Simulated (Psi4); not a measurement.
# CH4FSi (SMILES C[SiH]F) at UBHLYP/aug-cc-pVDZ

Aim: the vertical electron affinity of CH4FSi at UBHLYP/aug-cc-pVDZ, from 2 runs. 

The calculation is run with Psi4 1.11.

2 further runs of the same task are left out: 2 set aside as unsound or not needed. Runs told in other sessions of the task aren't counted.

**1. The system as given**

CH4FSi has 7 atoms, charge 0, and is taken as a doublet. SMILES: `C[SiH]F`. The coordinates come from a PBE0-D4/def2-TZVP relaxation.

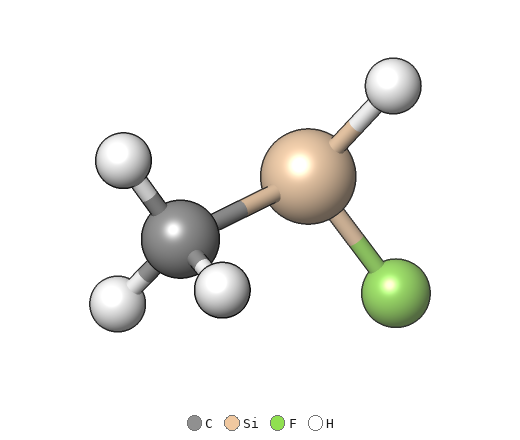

Viewed from a chosen angle; carbon grey, silicon light orange, fluorine green, hydrogen white.

**2. Energy and forces at UBHLYP/aug-cc-pVDZ**

File job.inp:

```
memory 2200 MB

molecule {
  0 2
  C
  Si 1 r2
  F 2 r3 1 a3
  H 1 r4 2 a4 3 d4
  H 1 r5 4 a5 2 d5
  H 1 r6 4 a6 5 d6
  H 2 r7 3 a7 1 d7

  r2 = 1.863543
  r3 = 1.609155
  a3 = 108.68326
  r4 = 1.091379
  a4 = 111.46191
  d4 = -63.51859
  r5 = 1.092938
  a5 = 108.40057
  d5 = 121.03424
  r6 = 1.094491
  a6 = 108.52153
  d6 = 117.63136
  r7 = 1.494172
  a7 = 106.70406
  d7 = 120.57271
  units angstrom
  symmetry c1
}

set {
  basis                aug-cc-pVDZ
  reference            uks
  puream               true
  e_convergence        1e-09
  d_convergence        1e-08
  scf_type             pk
  dft_radial_points    99
  dft_spherical_points 590
  maxiter              100
}

result, w = gradient("bhhlyp", return_wfn=True)
oeprop(w, "LOWDIN_CHARGES", "MAYER_INDICES", "MULLIKEN_CHARGES", title="BHHLYP")
```

The run is started by

```console
$ psi4 -i job.inp -o job.out -n 1
```

job.out:

```text
[...]
  Running in c1 symmetry.
[...]
  Nuclear repulsion =  106.882457199931366
[...]
  Multiplicity = 2
[...]
  Nalpha       = 17
  Nbeta        = 16
[...]
    Number of basis functions: 109
[...]
   @UKS iter   1:  -429.59282072299038   -4.67405e-01   6.16513e-03 ADIIS/DIIS
[...]
   @UKS iter  12:  -429.80971233908127   -1.08571e-11   7.36948e-09 DIIS
[...]
   @S^2 Observed:                7.519170350E-01
[...]
  @UKS Final Energy:  -429.80971233908127
   => Energetics <=
    Nuclear Repulsion Energy =            106.8824571999313662
    One-Electron Energy =                -806.4994950915167919
    Two-Electron Energy =                 289.5590994260949742
    DFT Exchange-Correlation Energy =     -19.7517738735908885
    Empirical Dispersion Energy =           0.0000000000000000
    VV10 Nonlocal Energy =                  0.0000000000000000
    Total Energy =                       -429.8097123390812726
  UHF NO Occupations:
  HONO-2 :   15  A 1.9998729
  HONO-1 :   16  A 1.9993013
[...]
 Multipole Moments:
 ------------------------------------------------------------------------------------
     Multipole            Electronic (a.u.)      Nuclear  (a.u.)        Total (a.u.)
 ------------------------------------------------------------------------------------
 L = 1.  Multiply by 2.5417464519 to convert [e a0] to [Debye]
 Dipole X            :          1.0973561           -1.1161016           -0.0187455
 Dipole Y            :         -2.8278647            3.3195633            0.4916986
 Dipole Z            :          4.9000534           -5.4399221           -0.5398687
 Magnitude           :                                                    0.7304637
[...]
  -Total Gradient:
     Atom            X                  Y                   Z
    ------   -----------------  -----------------  -----------------
       1       -0.000467620808     0.000022345856     0.004170922359
       2        0.000905603849    -0.021944019012     0.003220748515
       3        0.000046571207     0.021245335389    -0.006924368519
       4        0.000495193992    -0.000168366662     0.000038329858
       5       -0.000015873496     0.000683124627    -0.000066800070
       6       -0.000430746014    -0.000223588940    -0.000204215293
       7       -0.000560094879     0.000376001104    -0.000213571892
[...]
  Mulliken Charges: (a.u.)
   Center  Symbol    Alpha    Beta     Spin     Total
       1     C     2.72747  2.67039  0.05709  0.60214
       2    SI     7.04870  6.21233  0.83637  0.73897
       3     F     4.84147  4.83172  0.00975 -0.67318
       4     H     0.63179  0.63442 -0.00264 -0.26621
       5     H     0.65562  0.66113 -0.00551 -0.31674
       6     H     0.64661  0.62752  0.01909 -0.27413
       7     H     0.44835  0.36250  0.08585  0.18915
   Total alpha = 17.00000, Total beta = 16.00000, Total charge = -0.00000
  Lowdin Charges: (a.u.)
[...]
```

Run time: 32 s. Hardware: 1 thread of AMD EPYC 9R45 (Zen 5), shared host; peak memory 0.98 GiB.

**3. The singlet anion**

File job.in:

```
memory 2200 MB

molecule molecule1 {
  -1 1
  C     -0.653500     0.389500    -0.298000
  Si     0.917400    -0.594100    -0.104100
  F      0.640700    -1.812800     0.909600
  H     -1.444900    -0.207800    -0.754100
  H     -0.470200     1.260900    -0.931700
  H     -1.000700     0.738300     0.679600
  H      2.011300     0.226000     0.498700
  symmetry c1
}

set {
  basis aug-cc-pVDZ
  puream true
  e_convergence 1e-09
  d_convergence 1e-08
  scf_type pk
  dft_radial_points 99
  dft_spherical_points 590
}

gradient('bhhlyp')
```

The run is started by

```console
$ psi4 -n 1 job.in job.out
```

job.out:

```text
[...]
  Running in c1 symmetry.
[...]
  Nuclear repulsion =  106.882451970993884
[...]
  Multiplicity = 1
[...]
  Nalpha       = 17
  Nbeta        = 17
[...]
    Number of basis functions: 109
[...]
   @RKS iter   1:  -429.51894920998751   -3.93534e-01   6.85522e-03 DIIS/ADIIS
[...]
   @RKS iter  13:  -429.82659399512397   -2.67164e-12   2.57033e-09 DIIS
[...]
    Orbital Energies [Eh]
    ---------------------
    Doubly Occupied:
       1A    -66.954470     2A    -25.105785     3A    -10.401855
       4A     -5.405186     5A     -3.670497     6A     -3.667413
       7A     -3.665655     8A     -1.141395     9A     -0.629768
      10A     -0.420206    11A     -0.335527    12A     -0.330575
      13A     -0.304529    14A     -0.298101    15A     -0.278804
      16A     -0.185289    17A      0.014462
[...]
  @RKS Final Energy:  -429.82659399512397
   => Energetics <=
    Nuclear Repulsion Energy =            106.8824519709938841
    One-Electron Energy =                -813.6080894365645690
    Two-Electron Energy =                 296.7653792535236335
    DFT Exchange-Correlation Energy =     -19.8663357830769023
    Empirical Dispersion Energy =           0.0000000000000000
    VV10 Nonlocal Energy =                  0.0000000000000000
    Total Energy =                       -429.8265939951239716
[...]
 Multipole Moments:
 ------------------------------------------------------------------------------------
     Multipole            Electronic (a.u.)      Nuclear  (a.u.)        Total (a.u.)
 ------------------------------------------------------------------------------------
 L = 1.  Multiply by 2.5417464519 to convert [e a0] to [Debye]
 Dipole X            :          1.6728342           -2.7379416           -1.0651074
 Dipole Y            :         -5.1197305            5.5794419            0.4597114
 Dipole Z            :          3.0182470           -1.7976210            1.2206260
 Magnitude           :                                                    1.6839585
[...]
  -Total Gradient:
     Atom            X                  Y                   Z
    ------   -----------------  -----------------  -----------------
       1        0.013987813357    -0.012632755979    -0.018934693416
       2       -0.039085090555    -0.000257134793     0.088085841962
       3        0.015633436461     0.030126524711    -0.047269331281
       4       -0.002569702334     0.000517210392     0.000170039500
       5       -0.001375226415     0.000592174453     0.000455370815
       6        0.009677429429    -0.005897034478    -0.002842327655
       7        0.003752558496    -0.012449580617    -0.019636592457
[...]
```

Wall time 24 s (1 thread of AMD EPYC 9R45 (Zen 5), shared host); peak memory 0.99 GiB.

**4. Results**

At UBHLYP/aug-cc-pVDZ:

| quantity | value |
| --- | --- |
| doublet CH4FSi: total energy | -429.80971 Eh |
| doublet CH4FSi: dipole moment | 1.86 D |
| doublet CH4FSi: HOMO energy (highest over α and β) | -7.14 eV |
| doublet CH4FSi: LUMO energy (lowest over α and β) | -1.54 eV |
| doublet CH4FSi: ⟨S²⟩ | 0.752 |
| doublet CH4FSi: largest force on an atom | 1.149 eV/Å |
| singlet anion: total energy | -429.82659 Eh |
| singlet anion: HOMO energy | 0.39 eV |
| singlet anion: LUMO energy | 3.27 eV |
| singlet anion: HOMO–LUMO gap (to an unbound level, set by the basis) | 2.87 eV |
| singlet anion: largest force on an atom | 4.955 eV/Å |
| vertical electron affinity (to the singlet anion) | 0.459 eV |

**Reading.** At fixed nuclei the extra electron is bound by 0.46 eV (44.3 kJ/mol). The largest force (doublet CH4FSi) is 1.15 eV/Å: the shape isn't a stationary point for this species at this level. The HOMO (singlet anion) lies at positive energy, 0.39 eV, from the functional's self-interaction, a short basis or an electron that isn't bound; only total energies against the neutral tell.
